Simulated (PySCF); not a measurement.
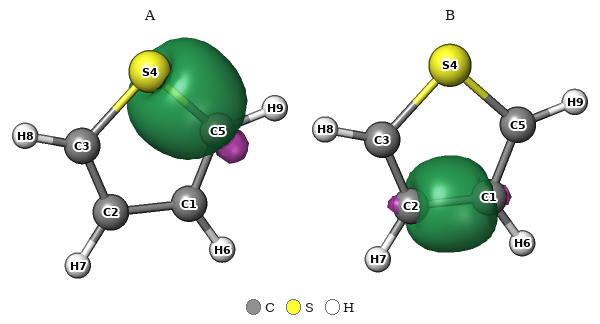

Figure 1: C4H4S, SMILES `c1ccsc1`. Intrinsic bond orbitals (IBO), occupied; each surface holds about 80 % of the orbital's density. Energies are diagonal elements of the Fock matrix.

Level of theory: PBE/def2-TZVP (PySCF), at a geometry from GFN2-xTB. No frequency check shows the geometry to be a minimum. GFN2-xTB bond lengths at metals and heavier atoms can be off by up to 0.1 Å and shapes distorted, which carries into these values.

The calculation's input:

```python
import numpy as np
from pyscf import gto, scf, dft, lo
from pyscf.data.elements import chemcore

def solve(mol, dm0=None, hcore=None):
    mf = (dft.UKS if mol.spin else dft.RKS)(mol, xc='pbe')
    mf.grids.level = 3
    mf = mf.density_fit(auxbasis='def2-universal-jkfit')
    mf.conv_tol, mf.max_cycle = 1e-8, 80
    if hcore is not None:
        mf.get_hcore = lambda *args: hcore
    mf.kernel(dm0)
    if not mf.converged:
        mf = mf.newton().run(mf.mo_coeff, mf.mo_occ, max_cycle=30)
    assert mf.converged, 'SCF not converged'
    return mf

mol = gto.M(atom='''
C      1.26548     0.70733     0.00000
C      1.26556    -0.70722     0.00000
C      0.01265    -1.22583     0.00000
S     -1.19289    -0.00004     0.00000
C      0.01251     1.22580     0.00000
H      2.15927     1.30509     0.00000
H      2.15942    -1.30488     0.00000
H     -0.28470    -2.25548     0.00000
H     -0.28495     2.25542     0.00000
''', basis='def2-tzvp', charge=0, spin=0, verbose=4)
mf = solve(mol)
occ_all = mf.mo_coeff[:, mf.mo_occ > 0]
occ = occ_all[:, chemcore(mol):]
loc = lo.ibo.ibo(mol, occ, iaos=lo.iao.iao(mol, occ_all))
fock, s = mf.get_fock(), mf.get_ovlp()
ortho = lo.orth_ao(mol, 'meta_lowdin')
ortho = lo.vec_lowdin(lo.iao.iao(mol, occ_all), s)
labels = lo.iao.reference_mol(mol).ao_labels(fmt=None)
vir = lo.vvo.livvo(mol, occ_all, mf.mo_coeff[:, mf.mo_occ == 0])
both = np.hstack([loc, vir])
p = (ortho.T @ s @ both) ** 2
pop = np.array([p[[l[0] == a for l in labels]].sum(0) for a in range(mol.natm)])
spd = np.array([[p[[l[0] == a and l[2][-1] == k for l in labels]].sum(0) for k in 'spd'] for a in range(mol.natm)])
eps = np.einsum('pi,pq,qi->i', both, fock, both)
for i in np.argsort(eps):
    top = np.argsort(-pop[:, i])[:3]
    print('%3d %s %9.4f Eh ' % (i + 1, 'occ' if i < loc.shape[1] else 'vir', eps[i]), '  '.join('%s%d %.3f' % (mol.atom_symbol(a), a + 1, pop[a, i]) for a in top))
np.savez('result.npz', c=both, nocc=loc.shape[1], pop=pop, spd=spd, eps=eps, e=mf.e_tot)
```

Run with:

```sh
OMP_NUM_THREADS=1 python input.py
```

The run took 27 s on 1 thread of Arm Neoverse V1, with other jobs on the host, peak memory 0.62 GiB.

> Name the orbitals, with their atomic make-up and energies.

By panel:
- A: σ bond S4–C5 (S4 50 %, C5 49 %; −14.1 eV)
- B: σ bond C2–C1 (C2 49 %, C1 49 %; −14.2 eV)

> How do all the valence pairs divide up?

13 pairs: 9 σ bonds, 2 two-centre π bonds, 1 lone pair and 1 partly delocalised lone pair.
